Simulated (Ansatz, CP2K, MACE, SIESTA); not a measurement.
# Aqueous NH4+ and F-, 4.6 mol of salt per kg of water at 300 K (84 atoms), the built cell with every atom moved at random

This is the built cell with every atom moved at random. Method: Kohn-Sham DFT, PBE, PAW, plane waves (Ansatz 0.2.0); cutoff 420 eV, Γ point, fermi-dirac smearing of 0.05 eV; density 1.08 g/cm³.

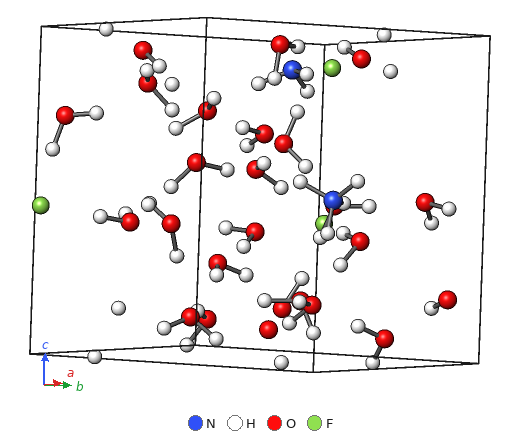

The structure (nitrogen blue, hydrogen white, oxygen red, fluorine green). Bonds to atoms that aren't drawn are left out. Some periodic images of atoms are drawn too.

Cell vectors (Å):

```
9.206 0.000 0.000
0.000 9.206 0.000
0.000 0.000 9.206
```

Positions in Å, forces in eV/Å:

```csv
atom,x,y,z,fx,fy,fz
N1,1.071,7.567,8.377,3.075,-2.597,-0.862
H2,0.723,6.683,7.949,-0.765,0.017,0.734
H3,2.147,7.403,8.220,-1.474,1.217,0.579
H4,0.683,8.298,7.829,-0.308,1.774,-0.933
H5,0.916,7.628,0.166,-0.664,0.168,0.987
N6,7.300,5.413,4.422,-0.902,-0.493,1.244
H7,6.587,6.174,4.403,0.350,-0.041,0.009
H8,6.798,4.619,4.913,0.537,0.627,-0.127
H9,7.527,5.141,3.476,0.395,-0.046,-0.759
H10,8.158,5.689,4.950,-0.188,0.432,-0.371
O11,2.135,4.469,1.171,-1.483,1.229,-0.314
H12,2.756,3.786,1.345,1.085,-1.913,-0.156
H13,1.504,4.205,0.450,0.589,0.192,0.570
O14,2.893,6.307,6.184,-0.790,-0.787,-1.614
H15,3.599,6.629,5.547,-0.157,0.170,0.659
H16,3.077,6.609,7.089,1.141,0.134,0.073
O17,1.125,2.444,3.813,-1.707,2.989,0.402
H18,0.173,2.846,4.096,2.595,-1.492,-0.708
H19,1.095,1.494,3.917,-0.673,-1.166,0.230
O20,4.428,2.588,1.068,-0.760,-1.633,2.116
H21,4.547,1.681,0.698,0.054,0.560,-0.561
H22,4.764,3.252,0.475,0.534,0.960,-1.112
O23,0.281,5.823,2.867,0.851,-1.263,0.314
H24,0.255,6.770,2.591,0.293,-0.488,-0.532
H25,1.071,5.344,2.493,-0.881,0.879,0.055
O26,5.290,1.355,3.594,-2.040,1.053,-1.453
H27,4.507,1.085,4.175,0.824,0.446,-1.188
H28,4.855,1.829,2.727,0.952,-1.205,2.062
O29,7.197,4.909,1.456,0.356,-0.073,-0.123
H30,7.817,4.138,1.486,-0.731,0.542,-0.019
H31,6.390,4.661,0.960,-0.011,-0.398,-0.231
O32,5.910,3.917,6.245,1.627,-0.502,0.956
H33,6.297,2.982,6.358,-0.655,0.659,-0.113
H34,5.008,3.892,5.942,-1.130,-0.840,-0.560
O35,4.883,6.872,4.414,-1.153,-0.949,-1.198
H36,4.361,6.747,3.536,1.188,0.600,1.246
H37,5.259,7.772,4.441,-0.157,-0.275,-0.231
O38,7.613,2.736,3.381,-0.528,-0.903,-0.210
H39,8.170,2.059,2.920,-0.962,0.345,0.287
H40,6.667,2.334,3.498,1.627,0.283,0.002
O41,3.012,8.826,3.574,0.553,-0.420,-0.781
H42,2.066,8.820,3.830,0.163,-0.407,-0.318
H43,3.204,8.108,2.870,-0.960,1.055,1.049
O44,3.492,6.686,1.774,-0.153,-0.905,1.535
H45,3.726,7.001,0.885,-0.037,-0.256,-0.610
H46,3.112,5.738,1.740,0.198,1.683,-0.779
O47,5.131,4.779,8.823,0.373,-0.557,-0.929
H48,4.647,5.635,8.824,-0.002,-0.138,-0.508
H49,5.342,4.513,7.857,-0.101,0.572,1.171
O50,7.047,1.382,6.720,-0.113,-1.379,0.333
H51,7.972,1.040,7.029,-1.112,0.667,-0.764
H52,6.637,0.617,6.199,1.086,0.933,0.264
O53,6.936,8.609,4.557,1.052,-0.231,0.497
H54,7.914,8.818,4.356,-1.489,0.047,-0.044
H55,6.356,9.178,4.024,0.353,0.778,-0.597
O56,6.713,7.579,0.672,-0.454,0.233,-0.380
H57,6.814,6.646,0.971,-0.134,0.119,-0.320
H58,5.960,7.658,0.028,0.787,-0.331,0.812
O59,2.625,1.989,7.650,-0.976,0.676,-0.367
H60,2.852,2.674,6.932,0.178,-0.883,0.669
H61,3.415,1.493,7.954,0.317,0.257,-0.361
O62,0.148,7.028,5.578,2.028,-2.313,1.594
H63,1.154,6.696,5.699,-2.234,1.153,-0.606
H64,0.148,7.869,5.114,0.656,0.240,-0.586
O65,4.793,0.536,8.435,-2.325,-0.521,1.284
H66,4.331,8.854,8.319,0.858,0.208,-0.122
H67,5.610,0.606,7.972,1.592,0.039,-1.026
O68,9.167,8.150,1.733,0.296,1.179,1.111
H69,0.117,8.666,2.605,-0.321,-0.534,-1.221
H70,8.206,8.192,1.523,0.040,0.021,-0.125
O71,0.428,0.628,6.728,-2.598,-1.702,-0.442
H72,0.192,0.394,5.771,1.000,0.643,0.930
H73,1.169,1.206,6.805,1.889,1.181,0.074
O74,3.146,3.351,5.483,-0.125,2.187,-1.052
H75,2.526,2.920,4.800,0.194,0.779,0.449
H76,3.101,4.387,5.337,-0.423,-2.313,0.565
O77,9.154,2.387,0.572,1.342,-1.150,-0.804
H78,0.567,1.775,0.007,-1.226,1.529,1.586
H79,0.419,2.576,1.421,0.129,-0.413,-0.650
O80,9.134,5.104,8.331,0.447,-1.862,-1.193
H81,0.113,4.239,7.813,-0.825,1.793,1.213
H82,8.214,5.071,8.684,0.480,-0.243,-0.073
F83,0.340,9.191,4.166,-0.265,0.089,-0.207
F84,3.883,7.218,8.335,-0.096,0.288,0.581
```

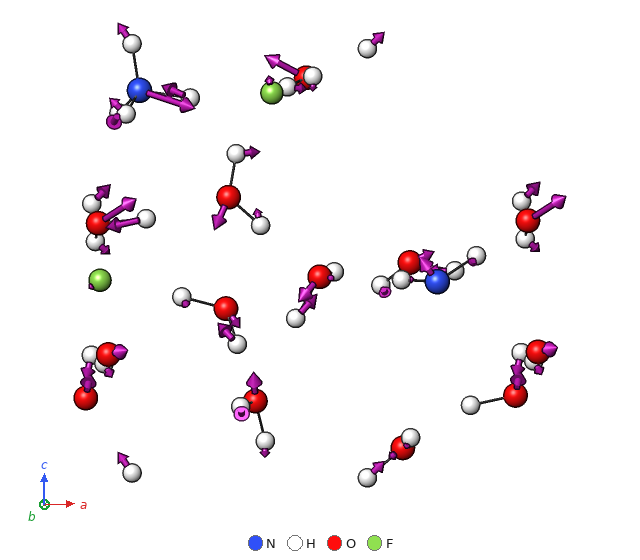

The forces as arrows, the longest 4.12 eV/Å. Drawn is a slice 4 Å thick, seen along the normal of the ac plane. Bonds to atoms that aren't drawn are left out.

The network of contacts between molecules at the start is that of the classical potential that made the cell, and needn't be the one that DFT or experiment would give. The functional has no dispersion term, which matters for the binding between molecules or layers. Only the Γ point is sampled, in a cell whose shortest periodic width is 9 Å.

The r.m.s. force component is 0.978 eV/Å; the longest force, 4.12 eV/Å, acts on N1.

[Logs are printed without paths, hosts, clocks, repeated set-up lines and the standing remarks that a program may print on its own settings, such as how far it seeks lower states.]

[Hosts, paths, dates, database ids (printed as entryN), source tags and the programs' standing remarks are cut or masked in the printed files.]
